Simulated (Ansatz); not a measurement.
System: Be2H3.

```
Be H
1.0
     6.08684    0.00000    0.00000
     0.00000    6.08684    0.00000
     0.00000    0.00000    6.08684
Be H
16 24
Direct
  0.12500 0.12500 0.12500
  0.62500 0.62500 0.12500
  0.62500 0.12500 0.62500
  0.12500 0.62500 0.62500
  0.37500 0.37500 0.12500
  0.87500 0.87500 0.12500
  0.87500 0.37500 0.62500
  0.37500 0.87500 0.62500
  0.37500 0.12500 0.37500
  0.87500 0.62500 0.37500
  0.87500 0.12500 0.87500
  0.37500 0.62500 0.87500
  0.12500 0.37500 0.37500
  0.62500 0.87500 0.37500
  0.62500 0.37500 0.87500
  0.12500 0.87500 0.87500
  0.62500 0.12500 0.12500
  0.12500 0.62500 0.12500
  0.12500 0.12500 0.62500
  0.62500 0.62500 0.62500
  0.87500 0.37500 0.12500
  0.37500 0.87500 0.12500
  0.37500 0.37500 0.62500
  0.87500 0.87500 0.62500
  0.87500 0.12500 0.37500
  0.37500 0.62500 0.37500
  0.37500 0.12500 0.87500
  0.87500 0.62500 0.87500
  0.62500 0.37500 0.37500
  0.12500 0.87500 0.37500
  0.12500 0.37500 0.87500
  0.62500 0.87500 0.87500
  0.75000 0.25000 0.25000
  0.25000 0.75000 0.25000
  0.25000 0.25000 0.75000
  0.75000 0.75000 0.75000
  0.50000 0.00000 0.00000
  0.00000 0.50000 0.00000
  0.00000 0.00000 0.50000
  0.50000 0.50000 0.50000
```

Space group Fd-3m; a structure generated by program, which may or may not match a known phase.

These are results of Ansatz 0.2.0, DFT PBE, scalar-relativistic, plane waves, PAW, not measurements.

Q: What can the converged valence pseudo-density and electron localisation function tell about the bonding?

A: H–H (1.32 Å): ρ is about 0.43 e/Å³ halfway; the ELF is about 0.60 at the midpoint.
Be–Be (2.15 Å): ρ is about 0.3 e/Å³ halfway; the ELF peaks at about 0.80 between the atoms.
The ELF has a maximum of about 0.90 in the space between the atoms, 1.3 Å from four Be atoms, on no atom or two-centre bond.

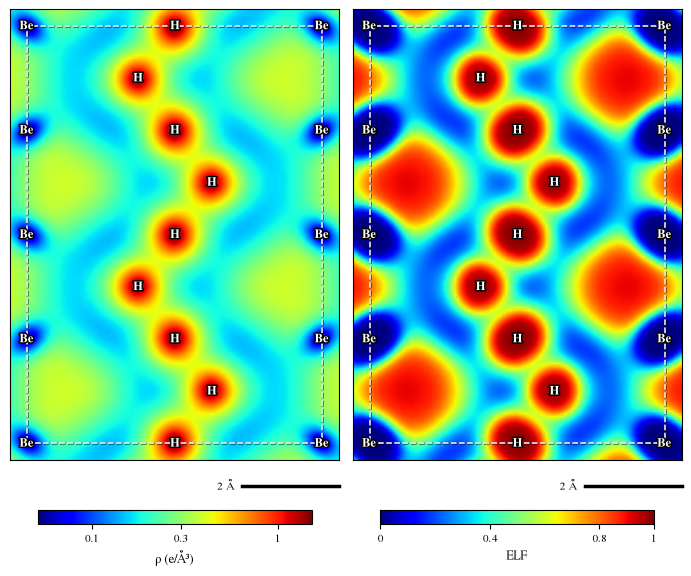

Computed valence pseudo-density and electron localisation function on the (101) plane of the conventional cell, in this order. 

In a PAW calculation such maps are meaningful between the atoms, not at the nuclei.
